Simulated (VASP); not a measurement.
## Si2Mo with PBE + D3(BJ): from relaxation to properties

What structure and properties does PBE + D3(BJ) give Si2Mo, and how near are they to the measured ones? The steps: full relaxation (PBE + D3(BJ)), second relaxation, density, ELF and potential (PBE + D3(BJ)), bands along the symmetry lines (PBE + D3(BJ)), density of states (PBE + D3(BJ)), band structure (PBE + D3(BJ) + SOC) and vibrations at Γ (PBE + D3(BJ)). The start is a cell from a database of measured crystal structures.

Calculated with VASP 6.6.1; PBE with D3(BJ); plane waves and PAW (Si, Mo_sv), in the first sound run; inputs show where later runs differ.

The experiments to compare with:

“Giant magnetoresistance, Fermi surface topology, Shoenberg effect and vanishing quantum oscillations in type-II Dirac semimetal candidates MoSi2 and WSi2” (2022, arxiv:2202.05362) reports for MoSi2, tetragonal MoSi2-type, by powder X-ray diffraction (Czochralski-grown material): lattice constant a 3.20519 Å; lattice constant c 7.84461 Å.

The database entry behind the starting cell is an old determination (1927), so it need not match the best structure at ambient conditions.

### 1. Set-up

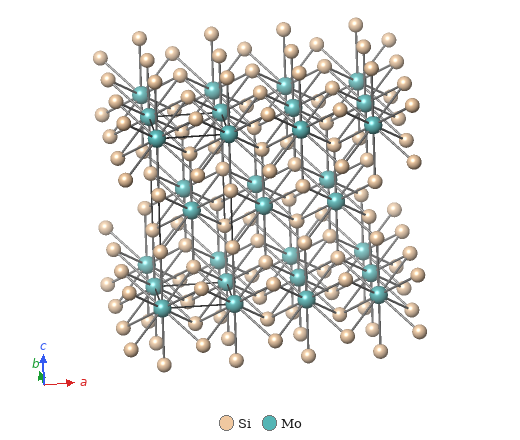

The starting structure, seen slightly off an axis (silicon light orange, molybdenum teal). 3×2×1 cells are drawn. This picture shows the conventional cell, with its axes. Some periodic images of atoms are drawn too.

### 2. Full relaxation (PBE + D3(BJ))

The start need not lie at this functional's minimum. ISIF = 3 frees volume, shape and positions, and EDIFFG sets the threshold on forces and stress at which the search stops. PBE, the usual starting point, adds the gradient of the density. A dispersion term adds the long-range attraction that semilocal functionals lack. D3 with Becke-Johnson damping keeps a finite attraction at short range.

The input, INCAR:

```
SYSTEM = Si2Mo
PREC = Accurate
ENCUT = 400
EDIFF = 1E-06
NELM = 100
ISMEAR = 0
SIGMA = 0.05
LREAL = .FALSE.
ALGO = Normal
GGA = PE
IVDW = 12
NBANDS = 17
LASPH = .TRUE.
LORBIT = 11
LWAVE = .FALSE.
LCHARG = .FALSE.
KPAR = 2
IBRION = 2
NSW = 60
ISIF = 3
EDIFFG = -0.01
```

The input, POSCAR:

```
Si2Mo
1.0
   -1.6000000000      1.6000000000      3.9305000000
    1.6000000000     -1.6000000000      3.9305000000
    1.6000000000      1.6000000000     -3.9305000000
Si Mo
2 1
Direct
    0.3330000000      0.3330000000      0.0000000000
    0.6670000000      0.6670000000      0.0000000000
    0.0000000000      0.0000000000      0.0000000000
```

The input, KPOINTS:

```
Automatic mesh
0
Gamma
10 10 10
0 0 0
```

PAW data sets: Si and Mo_sv (PBE family, release 64).

On the command line:

```console
$ mpirun -np 2 vasp_std
```

Log:

```text
[banner, memory and clock lines left out]
running    2 mpi-ranks, on    1 nodes
 distrk:  each k-point on    1 cores,    2 groups
 distr:  one band on    1 cores,    1 groups

 POSCAR found type information on POSCAR SiMo
 POSCAR found :  2 types and       3 ions
 LDA part: xc-table for (Slater+PW92), standard interpolation
 POSCAR, INCAR and KPOINTS ok, starting setup
 FFT: planning ... GRIDC
 FFT: planning ... GRID_SOFT
 FFT: planning ... GRID
 WAVECAR not read
 entering main loop
       N       E                     dE             d eps       ncg     rms          rms(c)
DAV:   1     0.961533922050E+02    0.96153E+02   -0.97916E+03  3500   0.100E+03
DAV:   2    -0.219990978034E+02   -0.11815E+03   -0.11622E+03  4366   0.273E+02
DAV:   3    -0.241481661863E+02   -0.21491E+01   -0.21280E+01  4339   0.335E+01
DAV:   4    -0.241590211533E+02   -0.10855E-01   -0.10849E-01  4318   0.267E+00
DAV:   5    -0.241590932212E+02   -0.72068E-04   -0.72063E-04  4232   0.209E-01    0.213E+01
DAV:   6    -0.234143405480E+02    0.74475E+00   -0.64900E+00  3716   0.166E+01    0.468E+00
DAV:   7    -0.232830775109E+02    0.13126E+00   -0.99288E-01  3652   0.602E+00    0.444E+00
DAV:   8    -0.232487699691E+02    0.34308E-01   -0.10395E-01  3752   0.244E+00    0.449E-01
DAV:   9    -0.232480952837E+02    0.67469E-03   -0.19959E-03  4414   0.362E-01    0.250E-01
DAV:  10    -0.232480478493E+02    0.47434E-04   -0.58262E-04  3910   0.207E-01    0.532E-02
DAV:  11    -0.232480347334E+02    0.13116E-04   -0.20197E-04  3834   0.107E-01    0.420E-02
DAV:  12    -0.232480311406E+02    0.35928E-05   -0.24872E-05  3708   0.357E-02    0.763E-03
DAV:  13    -0.232480306931E+02    0.44753E-06   -0.57515E-07  1930   0.687E-03
   1 F= -.24976514E+02 E0= -.24976162E+02  d E =-.249765E+02
 curvature:   0.00 expect dE= 0.000E+00 dE for cont linesearch  0.000E+00
 trial: gam= 0.00000 g(F)=  0.938E-02 g(S)=  0.805E-01 ort = 0.000E+00 (trialstep = 0.100E+01)
 search vector abs. value=  0.899E-01
 bond charge predicted
       N       E                     dE             d eps       ncg     rms          rms(c)
DAV:   1    -0.240303203597E+02   -0.78229E+00   -0.20770E+01  3622   0.463E+01    0.137E+01
DAV:   2    -0.232076079612E+02    0.82271E+00   -0.55637E+00  3573   0.183E+01    0.280E+00
DAV:   3    -0.231179791008E+02    0.89629E-01   -0.36287E-01  3559   0.347E+00    0.104E+00
DAV:   4    -0.231034935660E+02    0.14486E-01   -0.47283E-02  3706   0.200E+00    0.889E-01
DAV:   5    -0.231036801995E+02   -0.18663E-03   -0.25042E-03  4216   0.405E-01    0.407E-01
DAV:   6    -0.231038297776E+02   -0.14958E-03   -0.49898E-04  3845   0.136E-01    0.228E-02
DAV:   7    -0.231038260500E+02    0.37276E-05   -0.22108E-05  3986   0.299E-02    0.928E-03
DAV:   8    -0.231038252872E+02    0.76277E-06   -0.13457E-06  2833   0.721E-03
   2 F= -.24947751E+02 E0= -.24947526E+02  d E =0.287632E-01
[...]
3 F= -.24994360E+02 E0= -.24994091E+02  d E =-.178456E-01
[...]
4 F= -.24994362E+02 E0= -.24994094E+02  d E =-.178474E-01
[...]
5 F= -.24995789E+02 E0= -.24995562E+02  d E =-.142700E-02
 trial-energy change:   -0.001427  1 .order   -0.001417   -0.002564   -0.000270
 step:   0.9794(harm=  0.9823)  dis= 0.00827  next Energy=   -24.995804 (dE=-0.144E-02)
 bond charge predicted
       N       E                     dE             d eps       ncg     rms          rms(c)
DAV:   1    -0.232259967508E+02   -0.34201E-03   -0.66002E-04  3563   0.191E-01    0.297E-02
DAV:   2    -0.232259890080E+02    0.77428E-05   -0.94305E-05  3839   0.673E-02    0.136E-02
DAV:   3    -0.232259874083E+02    0.15997E-05   -0.64337E-06  3715   0.152E-02    0.532E-03
DAV:   4    -0.232259870803E+02    0.32798E-06   -0.84245E-07  1818   0.705E-03
   6 F= -.24995805E+02 E0= -.24995578E+02  d E =-.144284E-02
 curvature:  -0.51 expect dE=-0.182E-04 dE for cont linesearch -0.524E-07
 trial: gam=-0.01512 g(F)=  0.266E-06 g(S)=  0.356E-04 ort = 0.176E-04 (trialstep = 0.899E+00)
 search vector abs. value=  0.360E-04
 reached required accuracy - stopping structural energy minimisation
```

Elapsed: 91 s, on 2 MPI ranks of AMD EPYC 7R43, shared host; peak memory 0.36 GiB.

The logs omit lines about the potential files and the build; timing stands in the text.

OUTCAR, selected parts (step 2):

```text
ion  position               nearest neighbor table
   1  0.333  0.333  0.000-   2 2.61   2 2.61   2 2.61   2 2.61   3 2.62   3 2.62   3 2.62   3 2.62
                             3 2.62   2 2.63
   2  0.667  0.667  0.000-   1 2.61   1 2.61   1 2.61   1 2.61   3 2.62   3 2.62   3 2.62   3 2.62
                             3 2.62   1 2.63
   3  0.000  0.000  0.000-   2 2.62   1 2.62   2 2.62   1 2.62   2 2.62   1 2.62   1 2.62   2 2.62
                             1 2.62   2 2.62

  LATTYP: Found a body centered tetragonal cell.
 ALAT       =     3.2000000000
 C/A-ratio  =     2.4565625000

 Subroutine GETGRP returns: Found 16 space group operations
 (whereof 16 operations were pure point group operations)

The static configuration has the point symmetry D_4h.

 Found    102 irreducible k-points:

   k-points           NKPTS =    102   k-points in BZ     NKDIM =    102   number of bands    NBANDS=     17

   dimension x,y,z NGX =    30 NGY =   30 NGZ =   30
   dimension x,y,z NGXF=    60 NGYF=   60 NGZF=   60

   ENCUT  =  400.0 eV  29.40 Ry    5.42 a.u.   7.40  7.40  7.40*2*pi/ulx,y,z

   NELECT =      22.0000    total number of electrons

 k-points in reciprocal lattice and weights: Automatic mesh
   0.00000000  0.00000000  0.00000000       0.001
   0.10000000  0.00000000 -0.00000000       0.008
   0.20000000  0.00000000 -0.00000000       0.008
   0.30000000  0.00000000 -0.00000000       0.008
   0.40000000  0.00000000  0.00000000       0.008
   0.50000000  0.00000000 -0.00000000       0.004
   0.10000000  0.10000000 -0.00000000       0.008
   0.20000000  0.10000000  0.00000000       0.016
   0.30000000  0.10000000 -0.00000000       0.016
[...]
-0.40000000 -0.40000000  0.40000000       0.002
   0.50000000  0.50000000  0.50000000       0.001

 Edisp (eV)   -1.77013

 average (electrostatic) potential at core
       1 -77.1175       2 -77.1175       3 -68.7570

 E-fermi :  12.5298

 k-point     1 :       0.0000    0.0000    0.0000
  band No.  band energies     occupation
    ...
      6       6.0776      2.00000
      7       9.2098      2.00000
      8       9.4527      2.00000
      9       9.9169      2.00000
     10       9.9169      2.00000
     11      12.9920      0.00000
     12      15.7043      0.00000
     13      15.8802      0.00000
     14      16.2023      0.00000
     15      16.2023      0.00000
    ...

 k-point     2 :       0.1000    0.0000   -0.0000
  band No.  band energies     occupation
    ...
      7       8.5717      2.00000
      8       9.4678      2.00000
      9      10.0392      2.00000
     10      10.2382      2.00000
     11      12.4683      1.91803
     12      15.2028      0.00000
     13      15.4730      0.00000
     14      16.1574      0.00000
     15      16.7141      0.00000
     16      17.2404      0.00000
    ...

 k-point     3 :       0.2000    0.0000   -0.0000
  band No.  band energies     occupation
    ...
      7       7.7126      2.00000
      8       9.3517      2.00000
      9      10.3673      2.00000
     10      10.4354      2.00000
     11      11.5981      2.00000
     12      14.3671      0.00000
     13      14.8980      0.00000
     14      16.9079      0.00000
     15      16.9683      0.00000
     16      17.7735      0.00000
    ...

 Edisp (eV)   -1.76982

  Total       0.02911     0.02911     0.02272     0.00000     0.00000     0.00000
  in kB       1.18550     1.18550     0.92544     0.00000     0.00000     0.00000
  external pressure =        1.10 kB  Pullay stress =        0.00 kB

  energy-cutoff  :      400.00
  volume of cell :       39.34
      direct lattice vectors                 reciprocal lattice vectors
    -1.589068933  1.589068933  3.895096965     0.000000000  0.314649660  0.128366509
     1.589068933 -1.589068933  3.895096965     0.314649660  0.000000000  0.128366509
     1.589068933  1.589068933 -3.895096965     0.314649660  0.314649660  0.000000000

 POSITION                                       TOTAL-FORCE (eV/Angst)
 -----------------------------------------------------------------------------------
      0.00000      0.00000      2.60807        -0.000000     -0.000000     -0.001660
      0.00000      0.00000      5.18212         0.000000      0.000000      0.001660
      1.58907      1.58907     -3.89510         0.000000      0.000000      0.000000
 -----------------------------------------------------------------------------------
    total drift:                               -0.000000      0.000000      0.000000

  FREE ENERGIE OF THE ION-ELECTRON SYSTEM (eV)
  ---------------------------------------------------
  free  energy   TOTEN  =       -24.9958046068 eV

  energy  without entropy=      -24.9953517208  energy(sigma->0) =      -24.99557816

 reached required accuracy - stopping structural energy minimisation

 total charge
# of ion       s       p       d       tot
------------------------------------------
    1        0.741   0.892   0.000   1.634
    2        0.741   0.892   0.000   1.634
    3        2.291   6.219   4.224  12.734
--------------------------------------------------
tot          3.774   8.003   4.224  16.002

[... 3 further parts left out ...]
```

CONTCAR:

```
Si2Mo
   1.00000000000000
    -1.5890689333940959    1.5890689333940959    3.8950969645313882
     1.5890689333940959   -1.5890689333940959    3.8950969645313882
     1.5890689333940959    1.5890689333940959   -3.8950969645313882
  Si              Mo
     2     1
Direct
     0.3347889274906314    0.3347889274906314    0.0000000000000000
     0.6652110725093686    0.6652110725093686    0.0000000000000000
     0.0000000000000000    0.0000000000000000    1.0000000000000000
```

Dispersion corrections of this kind ignore metallic screening and tend to overbind metals. The run keeps the 16 symmetry operations of its start, so it cannot find a distortion of lower symmetry.

Step by step:

| step | energy less that of the first step (eV) | largest force (eV/Å) | pressure (GPa) | volume (Å³) |
| --- | --- | --- | --- | --- |
| 1 | 0.0000 | 0.3118 | -5.09 | 40.25 |
| 2 | 0.0288 | 0.1173 | 10.09 | 37.82 |
| 3 | -0.0178 | 0.1669 | 0.26 | 39.29 |
| 4 | -0.0178 | 0.1635 | 0.34 | 39.28 |
| 5 | -0.0193 | 0.0152 | 0.12 | 39.34 |
| 6 | -0.0193 | 0.0017 | 0.11 | 39.34 |

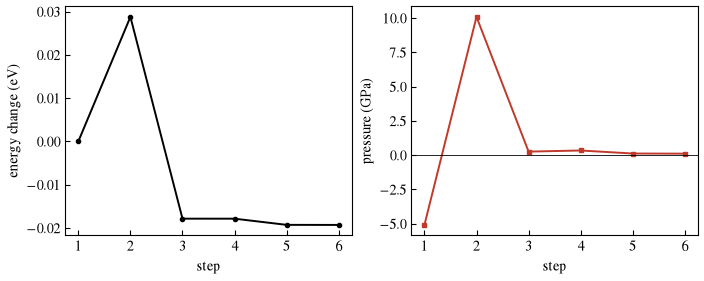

Energy and pressure along the relaxation.

| conventional cell, symmetrised | before | after | change |
| --- | --- | --- | --- |
| a (Å) | 3.200 | 3.178 | -0.7 % |
| b (Å) | 3.200 | 3.178 | -0.7 % |
| c (Å) | 7.861 | 7.790 | -0.9 % |
| volume (Å³/atom) | 13.42 | 13.11 | -2.3 % |

The atoms that moved most (Å, as changes of fractional coordinates times the final cell):

| atom | dx | dy | dz | length |
| --- | --- | --- | --- | --- |
| Si2 | 0.000 | 0.000 | -0.014 | 0.014 |
| Si1 | 0.000 | 0.000 | 0.014 | 0.014 |

Final coordinates:

```xyz
3
Lattice="-1.5891 1.5891 3.8951 1.5891 -1.5891 3.8951 1.5891 1.5891 -3.8951" Properties=species:S:1:pos:R:3 pbc="T T T"
Si    0.0000    0.0000    2.6081
Si    0.0000    0.0000    5.1821
Mo    0.0000    0.0000    0.0000
```

Numbers from this step:

- electrons: 22
- bands: 17
- irreducible k-points: 102
- symmetry operations: 16
- free energy (TOTEN): -25.00 eV
- energy at zero smearing: -25.00 eV
- Fermi energy: 12.53 eV
- pressure: 0.1099 GPa
- metallic: yes
- SCF cycles over all ionic steps: 42

It ends with a largest force of 0.002 eV/Å and a pressure of 0.11 GPa. The volume lies -2.3 % from that of the database's start, which holds the thermal and zero-point expansion of its experiment.

### 3. Second relaxation

A relaxation keeps the plane waves of the cell it began with, so it is repeated from the new cell, on a basis made for it.

INCAR is that of step 2.

The input, POSCAR:

```
Si2Mo
1.0
   -1.5890689334      1.5890689334      3.8950969645
    1.5890689334     -1.5890689334      3.8950969645
    1.5890689334      1.5890689334     -3.8950969645
Si Mo
2 1
Direct
    0.3347889275      0.3347889275      0.0000000000
    0.6652110725      0.6652110725      0.0000000000
    0.0000000000      0.0000000000      0.0000000000
```

KPOINTS is that of step 2.

On the command line:

```console
$ mpirun -np 2 vasp_std
```

Log:

```text
[... set-up lines as in an earlier step ...]
 entering main loop
       N       E                     dE             d eps       ncg     rms          rms(c)
DAV:   1     0.984997437195E+02    0.98500E+02   -0.98678E+03  3484   0.101E+03
DAV:   2    -0.217367491976E+02   -0.12024E+03   -0.11811E+03  4206   0.275E+02
DAV:   3    -0.240930546501E+02   -0.23563E+01   -0.23300E+01  4402   0.345E+01
DAV:   4    -0.241052217617E+02   -0.12167E-01   -0.12155E-01  4183   0.270E+00
DAV:   5    -0.241053012623E+02   -0.79501E-04   -0.79495E-04  4430   0.218E-01    0.226E+01
DAV:   6    -0.233739344287E+02    0.73137E+00   -0.59639E+00  3736   0.162E+01    0.511E+00
DAV:   7    -0.232570496225E+02    0.11688E+00   -0.85833E-01  3689   0.569E+00    0.471E+00
DAV:   8    -0.232242469427E+02    0.32803E-01   -0.96104E-02  3758   0.238E+00    0.442E-01
DAV:   9    -0.232236262887E+02    0.62065E-03   -0.18728E-03  4369   0.352E-01    0.238E-01
DAV:  10    -0.232235738329E+02    0.52456E-04   -0.52194E-04  3970   0.194E-01    0.526E-02
DAV:  11    -0.232235641994E+02    0.96334E-05   -0.14644E-04  3848   0.906E-02    0.337E-02
DAV:  12    -0.232235625999E+02    0.15995E-05   -0.19706E-05  3711   0.314E-02    0.738E-03
DAV:  13    -0.232235619067E+02    0.69323E-06   -0.97980E-07  1954   0.879E-03
   1 F= -.24993379E+02 E0= -.24993153E+02  d E =-.249934E+02
 curvature:   0.00 expect dE= 0.000E+00 dE for cont linesearch  0.000E+00
 trial: gam= 0.00000 g(F)=  0.258E-06 g(S)=  0.112E-04 ort = 0.000E+00 (trialstep = 0.100E+01)
 search vector abs. value=  0.115E-04
 reached required accuracy - stopping structural energy minimisation
```

It took 28 s on 2 MPI ranks; peak memory 0.36 GiB.

From OUTCAR (step 3):

```text
  LATTYP: Found a body centered tetragonal cell.
 ALAT       =     3.1781378668
 C/A-ratio  =     2.4511818730

The static configuration has the point symmetry D_4h.

 Found    102 irreducible k-points:

   ENCUT  =  400.0 eV  29.40 Ry    5.42 a.u.   7.33  7.33  7.33*2*pi/ulx,y,z

   NELECT =      22.0000    total number of electrons

 E-fermi :  12.5298

 k-point     1 :       0.0000    0.0000    0.0000
  band No.  band energies     occupation
    ...
      6       6.0776      2.00000
      7       9.2099      2.00000
      8       9.4526      2.00000
      9       9.9169      2.00000
     10       9.9169      2.00000
     11      12.9919      0.00000
     12      15.7044      0.00000
     13      15.8803      0.00000
     14      16.2023      0.00000
     15      16.2023      0.00000
    ...

 k-point     2 :       0.1000    0.0000   -0.0000
  band No.  band energies     occupation
    ...
      7       8.5718      2.00000
      8       9.4680      2.00000
      9      10.0393      2.00000
     10      10.2384      2.00000
     11      12.4683      1.91811
     12      15.2030      0.00000
     13      15.4731      0.00000
     14      16.1577      0.00000
     15      16.7143      0.00000
     16      17.2405      0.00000
    ...

 Edisp (eV)   -1.76982

  Total       0.01736     0.01736     0.00971     0.00000     0.00000     0.00000
  in kB       0.70681     0.70681     0.39523     0.00000     0.00000     0.00000
  external pressure =        0.60 kB  Pullay stress =        0.00 kB

  energy-cutoff  :      400.00
  volume of cell :       39.34
      direct lattice vectors                 reciprocal lattice vectors
    -1.589068933  1.589068933  3.895096964     0.000000000  0.314649660  0.128366509
     1.589068933 -1.589068933  3.895096964     0.314649660  0.000000000  0.128366509
     1.589068933  1.589068933 -3.895096964     0.314649660  0.314649660  0.000000000

 POSITION                                       TOTAL-FORCE (eV/Angst)
 -----------------------------------------------------------------------------------
      0.00000      0.00000      2.60807        -0.000000     -0.000000     -0.001637
      0.00000      0.00000      5.18212         0.000000      0.000000      0.001637
      0.00000      0.00000      0.00000         0.000000      0.000000      0.000000
 -----------------------------------------------------------------------------------
    total drift:                                0.000000      0.000000     -0.000000

  FREE ENERGIE OF THE ION-ELECTRON SYSTEM (eV)
  ---------------------------------------------------
  free  energy   TOTEN  =       -24.9933794333 eV

  energy  without entropy=      -24.9929264860  energy(sigma->0) =      -24.99315296

 total charge
# of ion       s       p       d       tot
------------------------------------------
    1        0.741   0.892   0.000   1.634
    2        0.741   0.892   0.000   1.634
    3        2.291   6.219   4.224  12.734
--------------------------------------------------
tot          3.774   8.004   4.224  16.002

[... 4 parts as in an earlier step ...]

[... 7 further parts left out ...]
```

Little changed from the start: no atom moved by 0.005 Å and no cell edge by 0.1 %.

Numbers from this step:

| Quantity | Value |
| --- | --- |
| free energy (TOTEN) | -24.99 eV |
| energy at zero smearing | -24.99 eV |
| pressure | 0.06030 GPa |
| SCF cycles over all ionic steps | 13 |

It ends with a largest force of 0.002 eV/Å and a pressure of 0.06 GPa. The volume moved by under 0.01 %: the run met its threshold at the first step.

(Part 1 of 4 ends here.)

[Lines on the potential files, build, host, timing and source positions are cut from VASP's logs without a mark.]

[Logs are printed without paths, hosts, clocks, repeated set-up lines and the standing remarks that a program may print on its own settings, such as how far it seeks lower states.]

[Hosts, paths, dates, database ids (printed as entryN), source tags and the programs' standing remarks are cut or masked in the printed files.]

[Measured values are set beside computed ones only where the two were judged alike; some that the calculation misses by far are left out.]
